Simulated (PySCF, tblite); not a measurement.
# C₁₁H₇F₃S: excited states

Wanted: excited states for C₁₁H₇F₃S (`FC(F)(F)c1ccc(-c2cccs2)cc1`).

Programs: tblite 0.8.0 and PySCF 2.14.0, with routines of our own; each step states its level. All values are computed. Atoms count from 0.

## 1. The system as given

22 atoms, charge 0, multiplicity 1; geometry from: force field or distance geometry start.

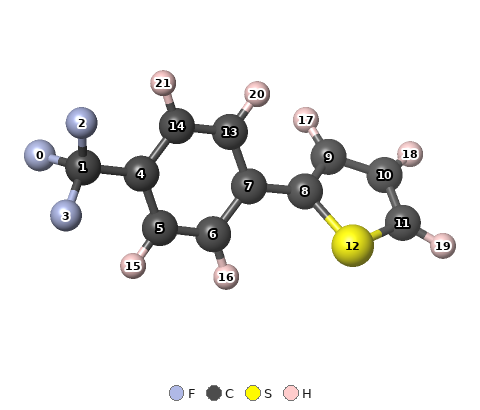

The starting geometry (fluorine light blue, carbon dark grey, sulfur yellow, hydrogen pink).

## 2. Geometry optimisation with GFN2-xTB

The job: settings as JSON, then the geometry in Å.

```
{"job": {"kind": "relax", "xc": "GFN2-xTB", "basis": "xTB"}, "charge": 0, "multiplicity": 1}
F      4.519800    -0.428900    -1.046900
C      3.958600    -0.000900     0.117600
F      4.447700    -0.853500     1.088800
F      4.526000     1.214500     0.381400
C      2.455000     0.037800     0.079800
C      1.785500     1.199000    -0.349900
C      0.394200     1.236900    -0.420900
C     -0.364200     0.114200    -0.069200
C     -1.832200     0.119300    -0.151200
C     -2.686000    -0.839400    -0.676000
C     -4.061400    -0.489400    -0.565000
C     -4.230700     0.724700     0.060300
S     -2.740000     1.437400     0.506700
C      0.302900    -1.054800     0.329100
C      1.692100    -1.081900     0.405400
H      2.354600     2.089100    -0.611500
H     -0.089800     2.151100    -0.751800
H     -2.329100    -1.758100    -1.141600
H     -4.881900    -1.093400    -0.911200
H     -5.150100     1.237900     0.286300
H     -0.267900    -1.936900     0.612300
H      2.186400    -2.005200     0.725700
```

The run is started by

```sh
$ OMP_NUM_THREADS=1 python excited_run.py task.json out
```

This one command runs all jobs of the session in turn.

The program printed:

```text
step      E/eV     max force
  0   -1212.35722    1.201
  1   -1212.42387    0.467
  2   -1212.44323    0.552
  3   -1212.45503    0.347
  4   -1212.46306    0.203
  5   -1212.46749    0.167
  6   -1212.47396    0.165
  7   -1212.47850    0.167
  8   -1212.48208    0.114
  9   -1212.48455    0.146
 10   -1212.48654    0.111
 11   -1212.48790    0.069
 12   -1212.48879    0.062
 13   -1212.48951    0.077
 14   -1212.49032    0.075
 15   -1212.49119    0.077
 16   -1212.49190    0.053
 17   -1212.49232    0.047
 18   -1212.49265    0.050
 19   -1212.49312    0.058
 20   -1212.49394    0.071
 21   -1212.49535    0.088
 22   -1212.49743    0.108
 23   -1212.49996    0.122
 24   -1212.50267    0.127
 25   -1212.50579    0.131
 26   -1212.50953    0.147
 27   -1212.51378    0.174
 28   -1212.51828    0.150
 29   -1212.52251    0.136
 30   -1212.52611    0.108
 31   -1212.52888    0.097
 32   -1212.53075    0.108
 33   -1212.53027    0.206
 34   -1212.53360    0.091
 35   -1212.53486    0.063
 36   -1212.53749    0.066
 37   -1212.53827    0.072
 38   -1212.53954    0.071
 39   -1212.54079    0.083
 40   -1212.54180    0.069
 41   -1212.54235    0.057
 42   -1212.54267    0.047
 43   -1212.54295    0.026
 44   -1212.54318    0.022
 45   -1212.54333    0.026
 46   -1212.54344    0.029
 47   -1212.54357    0.028
 48   -1212.54370    0.021
 49   -1212.54379    0.014
 50   -1212.54385    0.014
 51   -1212.54390    0.013
 52   -1212.54395    0.016
 53   -1212.54401    0.016
 54   -1212.54407    0.016
 55   -1212.54413    0.015
 56   -1212.54417    0.015
 57   -1212.54420    0.014
 58   -1212.54424    0.011
 59   -1212.54429    0.015
 60   -1212.54435    0.016
 61   -1212.54441    0.017
 62   -1212.54445    0.013
 63   -1212.54449    0.015
 64   -1212.54453    0.015
 65   -1212.54456    0.010
 66   -1212.54458    0.008
```

Run time: 0.8 s. Hardware: 1 thread of Arm Neoverse V1, shared host; peak memory 0.18 GiB.

The steps of the relaxation: (not every step is listed)

| step | energy from step 0 (eV) | largest force (eV/Å) |
| --- | --- | --- |
| 0 | 0.0000 | 1.2014 |
| 1 | -0.0666 | 0.4675 |
| 2 | -0.0860 | 0.5518 |
| 3 | -0.0978 | 0.3471 |
| 4 | -0.1058 | 0.2033 |
| 5 | -0.1103 | 0.1674 |
| 6 | -0.1167 | 0.1646 |
| 7 | -0.1213 | 0.1667 |
| 8 | -0.1249 | 0.1136 |
| 13 | -0.1323 | 0.0774 |
| 18 | -0.1354 | 0.0505 |
| 23 | -0.1427 | 0.1219 |
| 28 | -0.1611 | 0.1500 |
| 33 | -0.1730 | 0.2061 |
| 38 | -0.1823 | 0.0710 |
| 43 | -0.1857 | 0.0261 |
| 48 | -0.1865 | 0.0207 |
| 53 | -0.1868 | 0.0155 |
| 58 | -0.1870 | 0.0114 |
| 61 | -0.1872 | 0.0165 |
| 62 | -0.1872 | 0.0133 |
| 63 | -0.1873 | 0.0151 |
| 64 | -0.1873 | 0.0145 |
| 65 | -0.1873 | 0.0104 |
| 66 | -0.1874 | 0.0083 |

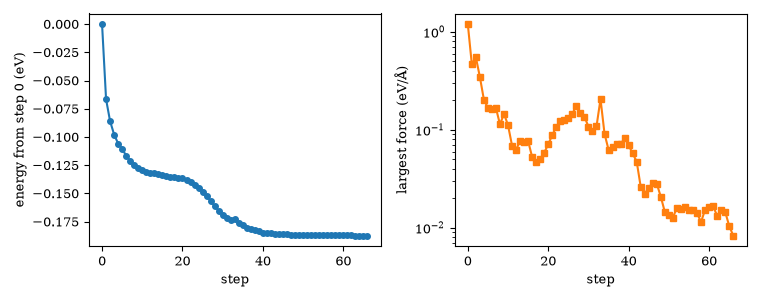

Energy and largest force along the relaxation.

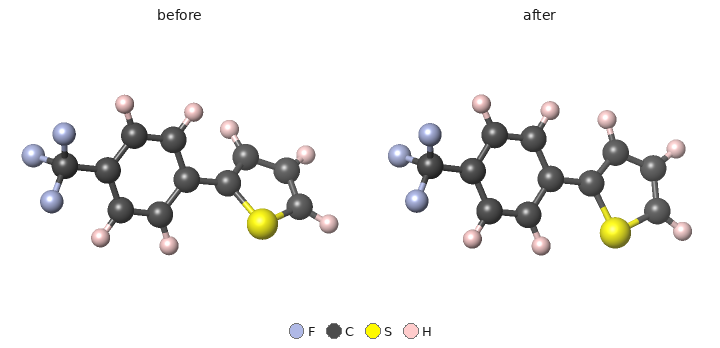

Before and after, at one scale.

Distances of close pairs at the start and the end, largest changes first:

| bond | before (Å) | after (Å) | change (Å) |
| --- | --- | --- | --- |
| C1–F2 | 1.382 | 1.345 | -0.037 |
| C1–F3 | 1.367 | 1.340 | -0.027 |
| C7–C8 | 1.470 | 1.447 | -0.023 |
| C4–C5 | 1.408 | 1.389 | -0.019 |
| C10–C11 | 1.376 | 1.359 | -0.017 |
| C9–C10 | 1.424 | 1.407 | -0.017 |
| C14–H21 | 1.095 | 1.080 | -0.016 |
| C8–C9 | 1.387 | 1.371 | -0.016 |

The end geometry stands in the next job.

## 3. Infrared spectrum with GFN2-xTB

The job: settings as JSON, then the geometry in Å.

```
{"job": {"kind": "ir", "xc": "GFN2-xTB", "basis": "xTB"}, "charge": 0, "multiplicity": 1}
F      4.447453    -0.429343    -1.064375
C      3.921067     0.003136     0.101040
F      4.379512    -0.839544     1.043870
F      4.488625     1.192102     0.347409
C      2.423189     0.056323     0.055039
C      1.756173     1.265235    -0.094341
C      0.378849     1.278320    -0.165519
C     -0.360796     0.094522    -0.093277
C     -1.805226     0.122199    -0.179109
C     -2.683052    -0.927836    -0.263789
C     -4.029510    -0.527610    -0.343485
C     -4.175206     0.823299    -0.317644
S     -2.671263     1.634508    -0.197713
C      0.330563    -1.112152     0.060458
C      1.706998    -1.132831     0.131157
H      2.313922     2.187255    -0.152228
H     -0.138491     2.218332    -0.286192
H     -2.381198    -1.959043    -0.281241
H     -4.853270    -1.214825    -0.417897
H     -5.079828     1.396346    -0.362884
H     -0.211805    -2.040912     0.129488
H      2.232882    -2.068097     0.249699
```

The program printed:

```text
mode    cm-1     km/mol
  1       8.1      0.26
  2      19.6      0.14
  3      47.5      0.44
  4      99.5      0.83
  5     132.7      1.52
  6     180.2      1.47
  7     225.8      2.71
  8     228.6      0.05
  9     344.3      2.40
 10     360.0      1.70
 11     365.6      0.18
 12     395.1      2.15
 13     431.4     16.86
 14     435.0      3.02
 15     488.1      1.15
 16     521.1      2.34
 17     540.4      3.46
 18     567.7      7.85
 19     595.5     11.10
 20     602.7      2.81
 21     667.0     11.77
 22     695.1      1.05
 23     734.0      8.77
 24     742.2     17.22
 25     757.2      1.50
 26     810.6      8.41
 27     816.0     30.88
 28     851.5      0.50
 29     855.3     27.17
 30     863.8      0.21
 31     911.3      0.48
 32     921.7      0.37
 33     940.2     20.37
 34    1009.4     55.31
 35    1024.7    301.10
 36    1061.5    235.11
 37    1076.6    104.66
 38    1079.4     38.83
 39    1096.3     23.79
 40    1147.3      1.09
 41    1185.7      0.20
 42    1204.5     47.56
 43    1244.9     68.81
 44    1270.8     71.50
 45    1277.3     87.73
 46    1327.0      0.50
 47    1353.2      9.36
 48    1405.0      6.36
 49    1441.7     65.50
 50    1479.9      3.47
 51    1547.4     19.64
 52    1568.4      2.66
 53    1593.9     51.57
 54    3090.5     14.94
 55    3095.8      9.30
 56    3104.0      9.92
 57    3114.0     11.78
 58    3128.5     11.92
 59    3140.3     21.63
 60    3166.2      4.67
```

Run time: 1.4 s. Hardware: 1 thread of Arm Neoverse V1, shared host; peak memory 0.18 GiB.

The strongest bands and the atoms that carry them (share of the mass-weighted mode):

| cm⁻¹ | km/mol | atoms |
| --- | --- | --- |
| 1009 | 55.3 | C13 22 %, C6 20 %, C8 12 % |
| 1025 | 301.1 | C1 70 %, F0 15 % |
| 1062 | 235.1 | C1 66 %, F2 14 % |
| 1077 | 104.7 | C1 26 %, H19 15 %, F3 10 % |
| 1245 | 68.8 | C1 14 %, C7 13 %, H16 12 % |
| 1271 | 71.5 | H20 23 %, C4 13 %, C7 10 % |
| 1277 | 87.7 | H16 16 %, C7 13 %, C4 13 %, H21 12 % |
| 1442 | 65.5 | C10 31 %, C8 19 %, C11 18 %, C9 18 % |

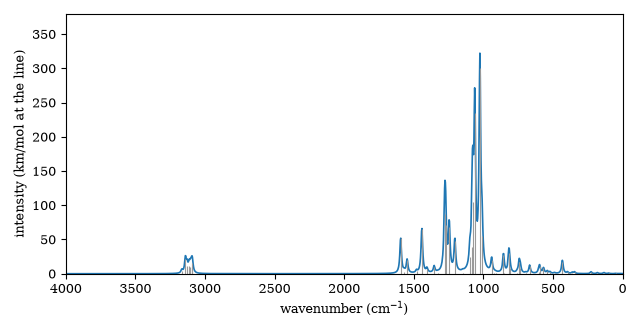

The infrared spectrum from these modes, unscaled. Lines are broadened to a width of 14 cm⁻¹ (Lorentzian).

## 4. Excited states: TDA B3LYP/def2-SVP

Settings changed since step 3:

```diff
@@ -1,2 +1,2 @@
-{"job": {"kind": "ir", "xc": "GFN2-xTB", "basis": "xTB"}, "charge": 0, "multiplicity": 1}
+{"job": {"kind": "states", "xc": "B3LYP", "basis": "def2-SVP", "tda": true, "soc": true, "nstates": 5, "ntriplets": 4, "nquad": 4}, "charge": 0, "multiplicity": 1}
 F      4.447453    -0.429343    -1.064375
```

Method: TDA B3LYP/def2-SVP excited states, vertical, gas phase, spin-orbit mean-field couplings.

The program printed:

```text
coarse grid: 21168 points
cycle   1  E = -1120.1161719856  dE =  2.833e+00  |g| = 1.004e+00  |ddm| = 6.280e+00
cycle   2  E = -1119.8761454566  dE =  2.400e-01  |g| = 1.558e+00  |ddm| = 2.321e+00
cycle   3  E = -1120.3040214288  dE = -4.279e-01  |g| = 1.312e-01  |ddm| = 1.464e+00
cycle   4  E = -1120.3071595682  dE = -3.138e-03  |g| = 8.240e-02  |ddm| = 2.828e-01
cycle   5  E = -1120.3089843305  dE = -1.825e-03  |g| = 2.249e-02  |ddm| = 1.182e-01
cycle   6  E = -1120.3091064546  dE = -1.221e-04  |g| = 8.361e-03  |ddm| = 3.756e-02
cycle   7  E = -1120.3091243093  dE = -1.785e-05  |g| = 2.699e-03  |ddm| = 1.262e-02
cycle   8  E = -1120.3091261439  dE = -1.835e-06  |g| = 5.857e-04  |ddm| = 3.437e-03
final grid: 207456 points
cycle   9  E = -1120.4656085374  dE = -6.518e-05  |g| = 7.588e-03  |ddm| = 6.261e-02
cycle  10  E = -1120.4655944009  dE =  1.414e-05  |g| = 1.091e-02  |ddm| = 2.087e-02
cycle  11  E = -1120.4656212123  dE = -2.681e-05  |g| = 1.540e-03  |ddm| = 1.382e-02
cycle  12  E = -1120.4656219158  dE = -7.035e-07  |g| = 4.137e-04  |ddm| = 2.723e-03
cycle  13  E = -1120.4656219557  dE = -3.985e-08  |g| = 1.426e-04  |ddm| = 5.843e-04
cycle  14  E = -1120.4656219597  dE = -4.058e-09  |g| = 6.231e-05  |ddm| = 2.136e-04
cycle  15  E = -1120.4656219607  dE = -9.222e-10  |g| = 2.217e-05  |ddm| = 9.330e-05
converged SCF energy = -1120.4656219607

Singlet excitations
state   eV       nm        f     d(h-e)  d(exc)  Lambda  PR(NTO)  |dmu|/D   mu/D   main configurations
  1   4.4660   277.6   0.70303   1.184   3.946   0.799   1.108    2.752    6.231   H->L 0.92
  2   4.6821   264.8   0.00316   1.021   3.846   0.552   1.814    2.811    6.295   H->L+1 0.65, H-2->L 0.25, H-1->L 0.08
  3   5.1294   241.7   0.06363   2.139   4.122   0.620   1.276    5.934    9.402   H-1->L 0.77
  4   5.6040   221.2   0.03883   0.149   4.334   0.620   2.105    0.187    3.523   H-2->L 0.44, H->L+1 0.23, H-3->L+1 0.11
  5   5.7329   216.3   0.03627   0.042   4.605   0.752   2.056                     H->L+2 0.43, H-3->L 0.34, H-2->L 0.10

Triplet excitations (Tamm-Dancoff)
state   eV     d(h-e)  d(exc)  Lambda  PR(NTO)   main configurations
  1   2.8762   0.368   3.475   0.814   1.089   H->L 0.94
  2   4.0833   1.070   3.414   0.602   1.225   H-1->L 0.85
  3   4.2159   1.031   3.446   0.591   1.614   H->L+1 0.59, H-2->L 0.11, H-3->L 0.08
  4   4.2860   0.119   2.867   0.752   2.074   H->L+2 0.33, H-3->L 0.27, H-2->L+1 0.13
S1 - T1 = 1.5898 eV

Spin-orbit couplings |<S|Hso|T>| (cm-1)
             T1       T2       T3       T4
S0        0.692    3.515    0.471    1.238
S1        0.485    0.412    0.664    2.693
S2        1.340    0.310    0.386    0.762
S3        0.220    0.520    0.992    1.735
S4        0.869    1.068    0.595    1.562
S5        7.636    2.783    2.617    2.150
T1 sublevels (cm-1): 0.000 0.002 0.002   radiative rates (1/s): 0.611 0.00595 0.0408
```

Wall time 1.9 min (1 thread of Arm Neoverse V1, shared host); peak memory 1 GiB.

Key values:

| quantity | value |
| --- | --- |
| S1 less T1 | 1.59 eV |

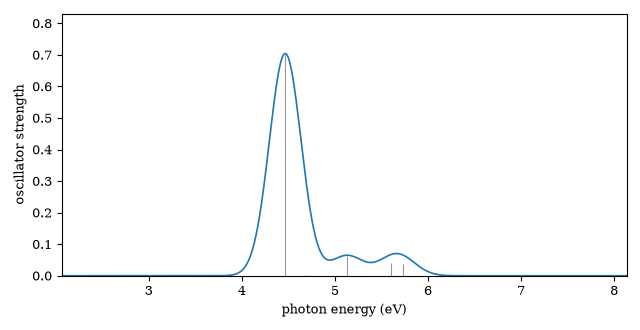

Absorption lines of the singlets. Lines are broadened to a width of 0.40 eV (Gaussian).

The fields below are evaluated on a grid from the run's orbitals.

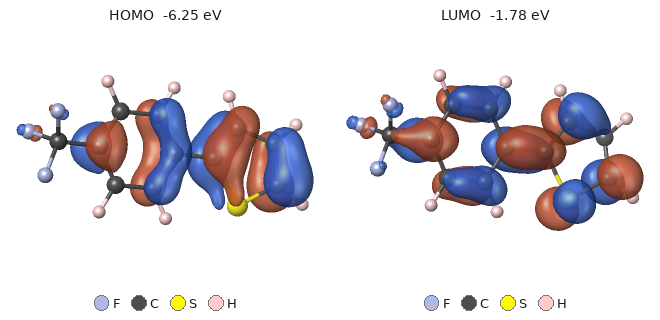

B3LYP/def2-SVP orbitals near the gap, drawn at the value that encloses 70 % of each; the two colours are the two signs.

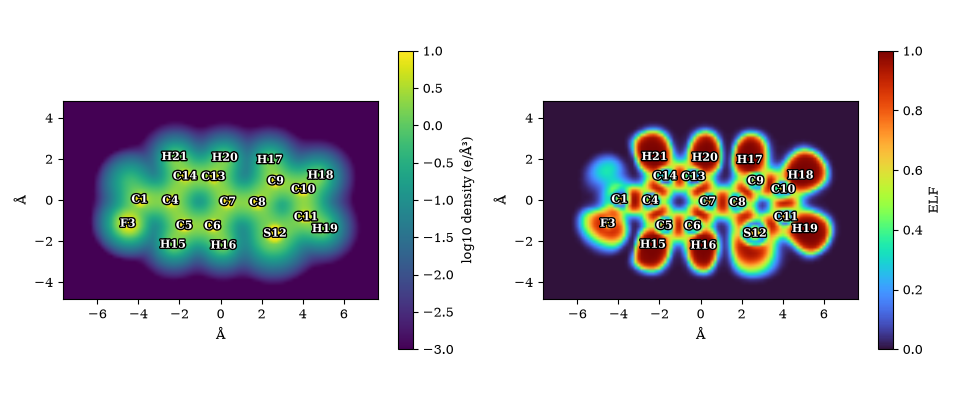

Density (left) and ELF (right) in a plane through or near 20 of the atoms.

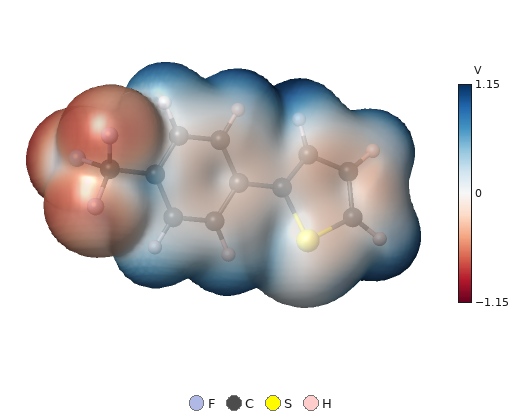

Electrostatic potential on the surface of density 0.002 e/bohr³; red is low, blue high. It runs from -0.71 V near F0 to 1.15 V near H19.

## 5. Results

```
                                                                  quantity                  value
                                 strongest single infrared mode (GFN2-xTB)  1025 cm⁻¹, 301 km/mol
                                              zero-point energy (GFN2-xTB)          92.0 kcal/mol
                                   S1 less T1 (step 4, TDA B3LYP/def2-SVP)                1.59 eV
potential on the surface of density 0.002 e/bohr³, 1st and 99th percentile     -0.71 V and 1.15 V
```

What this shows: All 60 modes are real, so the xTB geometry is a minimum. The strongest single mode, at 1025 cm⁻¹, moves mainly C1. GFN2-xTB is a fitted tight-binding method: band positions and strengths are rough. Its intensities can rank the bands wrongly. In step 4, the number of triplets below S1 is at least 4, and the largest singlet-triplet spin-orbit coupling is S5–T1, 7.64 cm⁻¹. By nearest atom (B3LYP/def2-SVP), the HOMO sits on C8, C11 about 19 % each; C4, C9 about 10 % each and the LUMO on C4, C7 about 13 % each; C8, C9, C11 about 10 % each.
